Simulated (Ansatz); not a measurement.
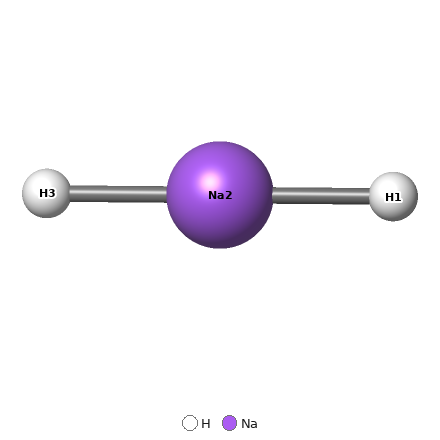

The system is H⁻ + NaH; the picture shows the reference structure. 
- First axis: distance H1–Na2. Second axis: distance Na2–H3.
- Nothing is relaxed (the angle H1–Na2–H3 is fixed at 180 degrees).
- Grid: 15 × 15 points; 120 points were computed and 105 follow by symmetry.
- Points are written as (first, second).
- Energies are in eV, from the lowest grid point.
- The reference is spin-restricted, so regions where a bond is pulled apart into radicals lie too high.
- Computed with RKS wB97X-V/aug-cc-pVTZ in Ansatz.

Its coordinates:

```yaml
atoms:
  - { symbol: H, position_ang: [-2.1080, 0.0000, 0.0000] }
  - { symbol: Na, position_ang: [0.0000, 0.0000, 0.0000] }
  - { symbol: H, position_ang: [2.1080, 0.0000, 0.0000] }
```

Range: distance H1–Na2 from 1.576 to 3.176 Å; distance Na2–H3 from 1.576 to 3.176 Å.

Predict the map.

The lowest grid point is at (2.108 Å, 2.108 Å). No other kind of well shows on this grid. The highest grid point, (3.176 Å, 3.176 Å), lies 1.48 eV above the lowest. Round the minimum the two coordinates are weakly coupled (coupling 0.09 in units of the two stiffnesses).

```
distance Na2–H3 ↓, distance H1–Na2 →  1.576  1.628  1.703  1.792  1.890  1.996  2.108  2.226  2.349  2.477  2.609  2.745  2.885  3.029  3.176
                               3.176   1.12   0.97   0.82   0.70   0.63   0.61   0.63   0.69   0.77   0.87   0.98   1.10   1.23   1.36   1.48
                               3.029   1.03   0.89   0.73   0.61   0.54   0.52   0.53   0.59   0.67   0.76   0.87   0.99   1.11   1.23   1.36
                               2.885   0.95   0.80   0.64   0.52   0.45   0.42   0.43   0.48   0.56   0.65   0.76   0.87   0.99   1.11   1.23
                               2.745   0.86   0.71   0.55   0.43   0.35   0.32   0.34   0.38   0.45   0.54   0.65   0.76   0.87   0.99   1.10
                               2.609   0.78   0.63   0.47   0.34   0.27   0.23   0.24   0.29   0.35   0.44   0.54   0.65   0.76   0.87   0.98
                               2.477   0.71   0.56   0.40   0.27   0.19   0.15   0.16   0.20   0.26   0.34   0.44   0.54   0.65   0.76   0.87
                               2.349   0.66   0.50   0.34   0.20   0.12   0.08   0.08   0.12   0.18   0.26   0.35   0.45   0.56   0.67   0.77
                               2.226   0.62   0.46   0.30   0.16   0.07   0.03   0.03   0.06   0.12   0.20   0.29   0.38   0.48   0.59   0.69
                               2.108   0.61   0.45   0.28   0.14   0.05   0.00   0.00   0.03   0.08   0.16   0.24   0.34   0.43   0.53   0.63
                               1.996   0.63   0.47   0.30   0.15   0.06   0.01   0.00   0.03   0.08   0.15   0.23   0.32   0.42   0.52   0.61
                               1.890   0.69   0.53   0.35   0.21   0.11   0.06   0.05   0.07   0.12   0.19   0.27   0.35   0.45   0.54   0.63
                               1.792   0.79   0.63   0.45   0.31   0.21   0.15   0.14   0.16   0.20   0.27   0.34   0.43   0.52   0.61   0.70
                               1.703   0.94   0.78   0.60   0.45   0.35   0.30   0.28   0.30   0.34   0.40   0.47   0.55   0.64   0.73   0.82
                               1.628   1.13   0.96   0.78   0.63   0.53   0.47   0.45   0.46   0.50   0.56   0.63   0.71   0.80   0.89   0.97
                               1.576   1.29   1.13   0.94   0.79   0.69   0.63   0.61   0.62   0.66   0.71   0.78   0.86   0.95   1.03   1.12
```

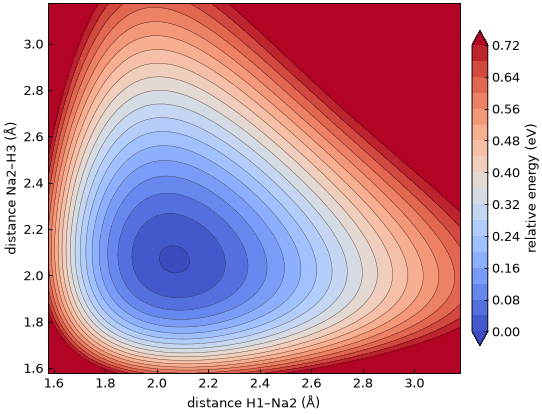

In the figure: filled contours, one colour for all values above the top of the scale. Between grid points the surface is interpolated.

Time for the 120 points that were run: 10 min on 1 thread of Arm Neoverse V2, with other jobs on the host.
